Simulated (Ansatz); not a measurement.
# BH2 (boron dihydride): UPBE/3-21G

Aim: the electronic atomisation energy of BH2 (boron dihydride) at UPBE/3-21G, from 3 runs. 

Program for the calculation: Ansatz 0.2.0.

58 further runs of the same task are left out: 58 set aside as unsound or not needed.

**1. The molecule**

BH2: 3 atoms, total charge 0, spin state doublet. As SMILES, `[BH2]`. The coordinates come from a GFN2-xTB relaxation.

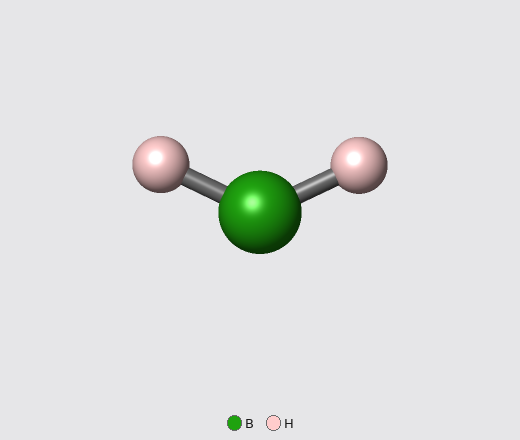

Viewed from a chosen angle; boron green, hydrogen pink.

**2. The energy at UPBE/3-21G**

job.yaml reads:

```yaml
crystal:
  periodic: [false, false, false]
  atoms:
    - {symbol: B, position_ang: [0.262840, -0.166230, 0.128640]}
    - {symbol: H, position_ang: [0.280020, 0.985320, 0.260980]}
    - {symbol: H, position_ang: [-0.542860, -0.819090, -0.389630]}
basis:
  gaussian:
    orbitals: 3-21G.json
magnetization:
  spin_polarized: true
  initial_magnetization: 1
hamiltonian:
  xc: {name: PBE}
accuracy: high
```

The basis set 3-21G is read from a file made from the Basis Set Exchange's data (not shown).

Launch:

```console
$ ansatz run job.yaml --threads 1 --pin off --max-ram 2610MiB --events-out events.jsonl --progress --plain --runs-dir runs
```

What it wrote:

```text
Warning: RAYON_NUM_THREADS=1 ignored (pool sized by the plan → 1); use --threads N
Functional definition: PBE
  name "PBE"
  parameter kappa = 0.804
  parameter beta = 0.06672455060314922
  exchange = pbe_x(kappa = kappa, mu = beta*pi^2/3)
  correlation = pbe_c(beta = beta)
250 factors; integrals over basis functions are off by at most 1.0e-8 eV
mean field evaluation 1: about -699.6398 eV, gradient 6.6e0 eV
mean field evaluation 2: about -699.9033 eV, gradient 3.5e0 eV
mean field evaluation 4: about -699.9930 eV, gradient 4.4e-2 eV
mean field evaluation 8: about -699.9722 eV, gradient 1.2e-3 eV
mean field evaluation 16: about -698.8150 eV, gradient 2.3e0 eV
mean field -699.97224300 eV, -25.7235054720 hartree, gradient 3.4e-8 eV, S^2 0.750749; 0 other end points of the search recorded, 0 dependent functions left out
reference -699.97224494 eV, -25.7235055432 hartree; 4, 3 occupied and 9, 10 virtual orbitals, 250 factors
Total energy: -699.97224494 eV, -25.7235055432 hartree
```

Run time: 0.54 s. Hardware: 1 thread of Arm Neoverse V1, shared host.

**3. The B atom at the same level**

job.yaml reads:

```yaml
crystal:
  periodic: [false, false, false]
  atoms:
    - {symbol: B, position_ang: [0.000000, 0.000000, 0.000000]}
basis:
  gaussian: {orbitals: 3-21G.json}
magnetization: {spin_polarized: true, initial_magnetization: 1}
hamiltonian: {xc: pbe}
accuracy: high
```

The basis set 3-21G is read from a file made from the Basis Set Exchange's data (not shown).

Run the same way, it converges to -24.46420 Eh (log not shown).

**4. The H atom**

input.yaml reads:

```yaml
crystal:
  periodic: [false, false, false]
  atoms:
    - {symbol: H, position_ang: [0.000000, 0.000000, 0.000000]}
basis:
  gaussian: {orbitals: 3-21G.json}
magnetization: {spin_polarized: true, initial_magnetization: 1}
hamiltonian: {xc: pbe}
accuracy: high
```

The basis set 3-21G is read from a file made from the Basis Set Exchange's data (not shown).

Run the same way, it converges to -0.49439 Eh (log not shown).

**5. Results**

At UPBE/3-21G:

```
                     quantity         value
       molecule: total energy  -25.72351 Eh
               molecule: ⟨S²⟩         0.751
         B atom: total energy  -24.46420 Eh
                 B atom: ⟨S²⟩         0.750
         H atom: total energy   -0.49439 Eh
                 H atom: ⟨S²⟩         0.750
electronic atomisation energy      7.361 eV
```

What this shows: Taking the molecule apart into free atoms costs 7.36 eV (710 kJ/mol), before zero-point energy and without spin-orbit coupling. The basis has no polarisation functions, which makes bonds too weak.
